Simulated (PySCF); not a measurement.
# C₅H₈BrNSi: electronic excitations

Aim: predict the electronic excitations of C₅H₈BrNSi (`C=C(Br)[Si@@H]1C=CCN1`).

Computed with PySCF 2.14.0, with density-fitted response routines of our own, on a single molecule in the gas phase. Atoms count from 0, in the outputs and in this text.

## 1. The starting structure

16 atoms, charge 0, multiplicity 1; geometry from: GFN2-xTB.

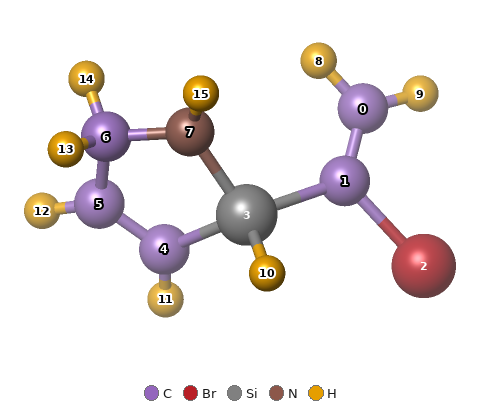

As it starts; carbon purple, bromine red, silicon grey, nitrogen brown, hydrogen amber, atoms numbered; sticks join atoms by distance.

## 2. TDDFT and polarisability: PBE0/def2-SVPD

Job settings and geometry (Å):

```
{"job": {"kind": "uv", "xc": "PBE0", "basis": "def2-SVPD", "nstates": 8, "ntriplets": 3}, "charge": 0, "multiplicity": 1}
C      2.579781     0.475163    -0.452380
C      2.045038    -0.463464     0.306553
Br     3.118103    -1.965459     0.829791
Si     0.276820    -0.551569     0.973338
C     -1.012009    -1.307100    -0.156823
C     -1.968457    -0.416169    -0.382451
C     -1.800464     0.931102     0.239853
N     -0.477641     0.980408     0.815624
H      1.978346     1.318835    -0.747259
H      3.600016     0.454454    -0.802154
H      0.337258    -1.156262     2.312882
H     -1.042209    -2.306199    -0.555262
H     -2.853310    -0.588640    -0.977677
H     -2.582564     1.083182     0.998711
H     -1.919185     1.721773    -0.513008
H     -0.287121     1.798888     1.366336
```

Level: TDDFT PBE0/def2-SVPD, vertical, gas phase, core orbitals frozen in the response.

Command:

```bash
$ OMP_NUM_THREADS=1 python probes_run.py task.json out
```

One launch serves the whole session: the jobs run in the order shown.

Log:

```text
coarse grid: 64544 points
cycle   1  E = -3112.3938898869  dE = -3.657e-02  |g| = 4.753e-01  |ddm| = 7.122e+00
cycle   2  E = -3112.3559302337  dE =  3.796e-02  |g| = 6.168e-01  |ddm| = 1.674e+00
cycle   3  E = -3112.4476986011  dE = -9.177e-02  |g| = 8.176e-02  |ddm| = 9.491e-01
cycle   4  E = -3112.4491586839  dE = -1.460e-03  |g| = 3.519e-02  |ddm| = 1.854e-01
cycle   5  E = -3112.4494574763  dE = -2.988e-04  |g| = 1.077e-02  |ddm| = 7.187e-02
cycle   6  E = -3112.4494839437  dE = -2.647e-05  |g| = 4.775e-03  |ddm| = 2.263e-02
cycle   7  E = -3112.4494893487  dE = -5.405e-06  |g| = 7.862e-04  |ddm| = 8.265e-03
final grid: 135008 points
cycle   8  E = -3112.4494647212  dE =  8.755e-08  |g| = 1.162e-03  |ddm| = 1.365e-02
cycle   9  E = -3112.4494640151  dE =  7.061e-07  |g| = 2.004e-03  |ddm| = 5.470e-03
cycle  10  E = -3112.4494650693  dE = -1.054e-06  |g| = 1.898e-04  |ddm| = 3.463e-03
cycle  11  E = -3112.4494650783  dE = -8.979e-09  |g| = 2.585e-05  |ddm| = 3.415e-04
cycle  12  E = -3112.4494650785  dE = -1.519e-10  |g| = 9.804e-06  |ddm| = 5.800e-05
converged SCF energy = -3112.4494650785

Static polarisability (au): isotropic 111.191, principal 86.148 105.864 141.560

Singlet excitations
state   eV       nm        f      main configurations
  1   5.0596    245.0   0.00281   H->L 0.98
  2   5.5722    222.5   0.03626   H->L+1 0.90
  3   5.7246    216.6   0.00580   H-1->L+2 0.54, H-1->L+1 0.35
  4   5.8029    213.7   0.08269   H-1->L 0.80
  5   5.8436    212.2   0.00545   H-3->L 0.56, H-2->L 0.38
  6   6.0545    204.8   0.01062   H->L+2 0.69, H->L+3 0.12
  7   6.1011    203.2   0.01551   H-2->L 0.49, H-3->L 0.38
  8   6.1742    200.8   0.01739   H->L+3 0.76, H->L+2 0.11

Triplet excitations (Tamm-Dancoff, eV): 3.9088 4.3658 4.8727
```

Run time: 75 s. Hardware: 1 thread of Arm Neoverse V1, shared host; peak memory 0.98 GiB.

Frontier orbitals and where they lie:

| orbital | eV | atoms |
| --- | --- | --- |
| HOMO−3 | -8.00 | Br2 66 %, C1 9 %, C4 6 % |
| HOMO−2 | -7.82 | C4 29 %, C5 29 %, Br2 11 % |
| HOMO−1 | -7.30 | Br2 44 %, C0 23 %, C1 22 % |
| HOMO | -6.96 | N7 49 %, C6 12 %, Si3 9 % |
| LUMO | -0.76 | C0 31 %, C1 30 %, Si3 10 % |
| LUMO+1 | -0.20 | C5 25 %, C4 22 %, Br2 15 % |
| LUMO+2 | 0.09 | Br2 47 %, C1 21 %, C5 7 % |

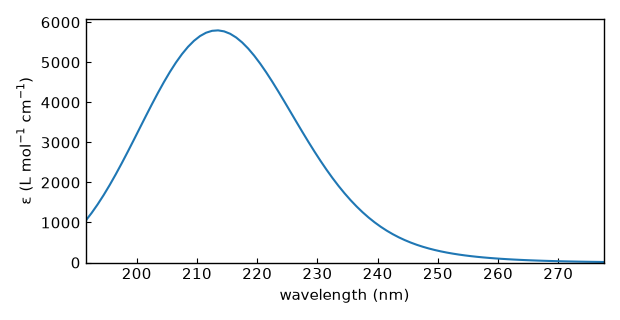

Absorption spectrum: each of the 8 states is a Gaussian band of 0.4 eV half-width at 1/e. Beyond the last state computed it falls off for lack of states.

Further results of this job:

```csv
property,computed
dipole moment (D),2.89
polarisability (Å³),16.48
HOMO–LUMO gap (eV),6.21
−ε(HOMO) (eV),6.96
```

## 3. Outcome

```
                                quantity                        value
         lowest singlet (PBE0/def2-SVPD)  5.06 eV (245 nm), f = 0.003
brightest single state of those computed  state 4, 5.80 eV, f = 0.083
                          lowest triplet                      3.91 eV
```

**Reading.** The lowest singlet, at 5.06 eV, is HOMO→LUMO 0.98 and is weak; of the 8 states computed, the strongest absorption comes from state 4 at 5.80 eV. The lowest triplet lies 1.15 eV below the lowest singlet (triplets in Tamm-Dancoff, singlets in full TDDFT).
